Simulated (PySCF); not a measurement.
# F4H6N2Sn (SMILES [NH3]->[Sn](<-[NH3])([F])([F])([F])[F]): what the fields show

Input

```
{"job": {"kind": "uv", "xc": "wB97X-D", "basis": "def2-SVPD", "ip": true, "nstates": 10}, "charge": 0, "multiplicity": 1}
Sn     0.002946    -0.010012     0.001745
N     -0.045286    -0.027762     2.237502
H     -0.464282     0.829249     2.598318
H      0.935666    -0.072817     2.519260
H     -0.541770    -0.842774     2.596939
N      0.049396     0.021998    -2.233989
H      0.530320     0.852015    -2.580339
H     -0.932259     0.053833    -2.515582
H      0.483850    -0.821022    -2.609228
F      1.953693    -0.047673     0.154310
F     -1.948494     0.032032    -0.136592
F      0.042609     1.944153     0.020330
F     -0.035779    -1.963329    -0.030496
```

Command:

```sh
OMP_NUM_THREADS=1 python probes_run.py task.json out
```

Geometry: PBE0-D3(BJ)/def2-SVP; core potentials replace the inner electrons of Sn.

Level of theory: wB97X-D/def2-SVPD, SCF density, gas phase, scalar-relativistic core potentials on the heavy atoms in PySCF 2.14.0.

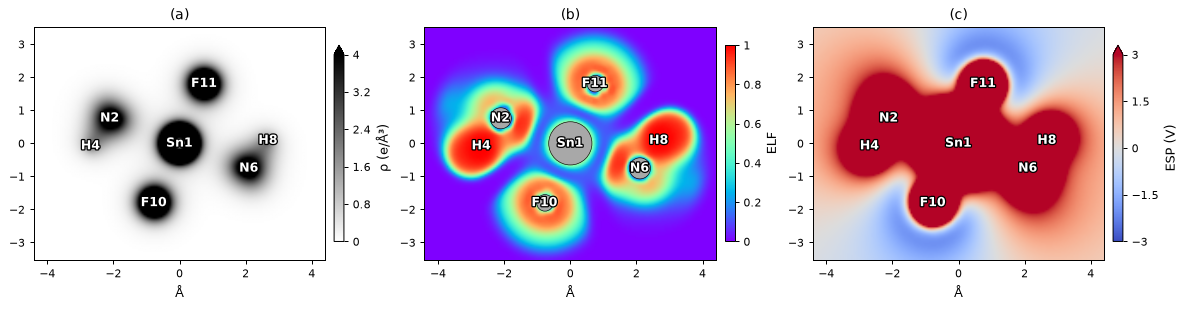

Figure 1. (a) electron density; (b) ELF; (c) molecular electrostatic potential on the plane of atoms N6, Sn1 and F11. Grey discs cover the atomic cores in the ELF map.

Q: Interpret the plot.

A: The section cuts through Sn, N, H and F sites.
Sn–F (1.96 Å): the density is about 0.7 e/Å³ at the midpoint; the ELF peaks at about 0.80 in the valence shell of F, 0.5 Å from its nucleus, and drops to about 0.10 between the two atoms.
Sn–N (2.24 Å): the density is about 0.47 e/Å³ at the midpoint; the ELF peaks at about 0.95 in the valence shell of N, 0.6 Å from its nucleus, and drops to about 0.10 between the two atoms.
N–H (1.02 Å): ρ is about 2.8 e/Å³ halfway; the ELF climbs to about 1 towards the hydrogen, as it does in any bond to H; a covalent bond by its length.
The ELF also peaks beside F10 and F11, away from the bonds: lone-pair regions.
Outside the dense part of the molecule the potential is most negative (−2.0 V) near F10 and F11.

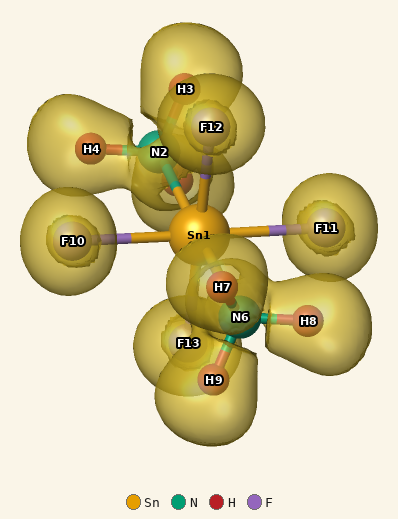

Figure 2. Isosurface of the ELF at 0.75 (yellow), seen at an oblique angle. Only the valence region is drawn (cores and ρ < 0.01 e/Å³ removed).

Q: Describe the localisation domains.

A: At this value the surface marks out four regions wrapped around F (the valence shell of each) and two joined regions spread over several atoms (H, N), in which their bonds and any lone pairs are merged.


Sn–F (1.95 Å): the ELF peaks at about 0.85 in the valence shell of F, 0.6 Å from its nucleus, and drops to about 0.10 between the two atoms.

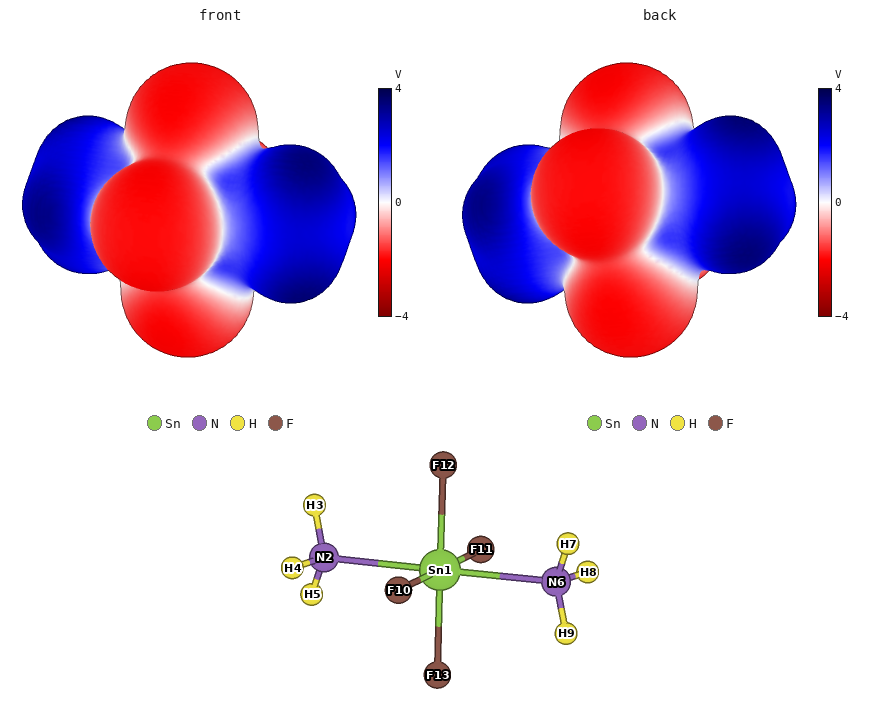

Figure 3. The molecular electrostatic potential painted on the density surface at 0.004 e/bohr³, seen from the front and from behind; the colour scale runs from red (negative) to blue (positive). The bare structure is drawn below in the same view.

Q: Which sites attract a positive test charge, and which a negative one?

A: A positive charge is drawn to the negative regions and a negative charge to the positive ones. The most negative region (about −2.0 V, or −46 kcal/mol for a unit charge) lies over F10, F11, F12 and F13, the most positive (about +3.5 V, or +81 kcal/mol for a unit charge) over H3, H5, H7 and H9.
